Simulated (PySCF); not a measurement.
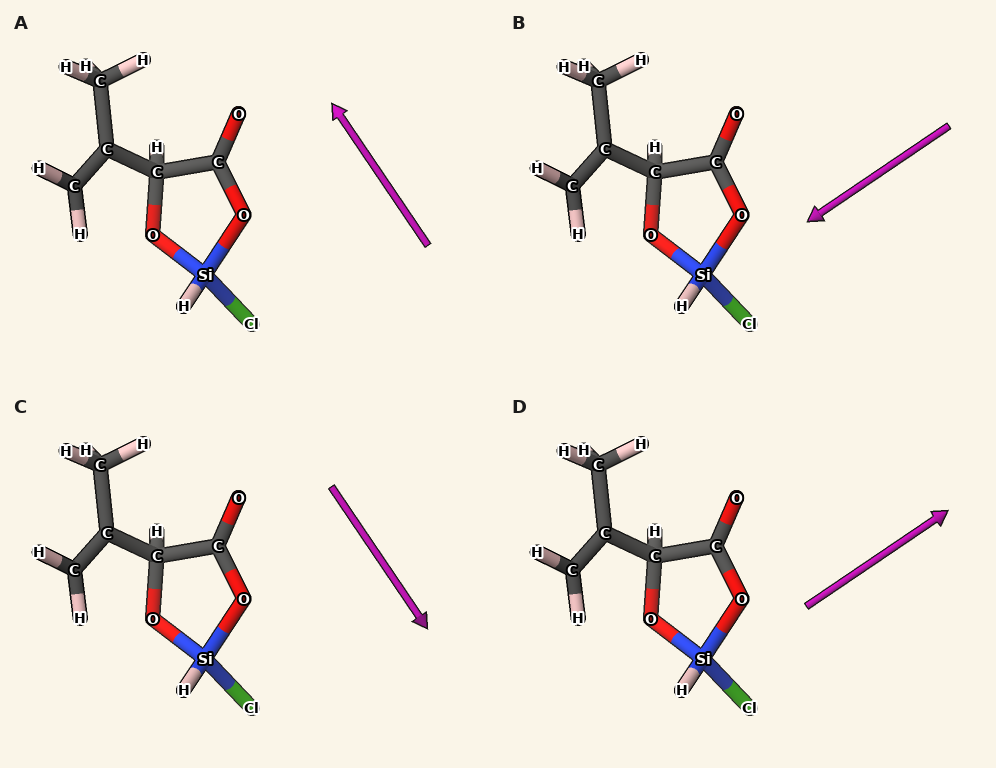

The same molecule four times, each with an arrow. The computed structure is the end point of a GFN2-xTB optimisation. No frequency run is at hand to confirm it as a minimum. Properties computed with PBE0/pcSseg-1, gas phase (PySCF 2.14.0).

**Which arrow points along the dipole moment, from the negative to the positive end?**

B. The dipole moment is 2.53 D.

The geometry is semi-empirical. Around Si such bond lengths and angles can be off by a tenth of an ångström or more and by several degrees, and values that hang on the shape move with them.
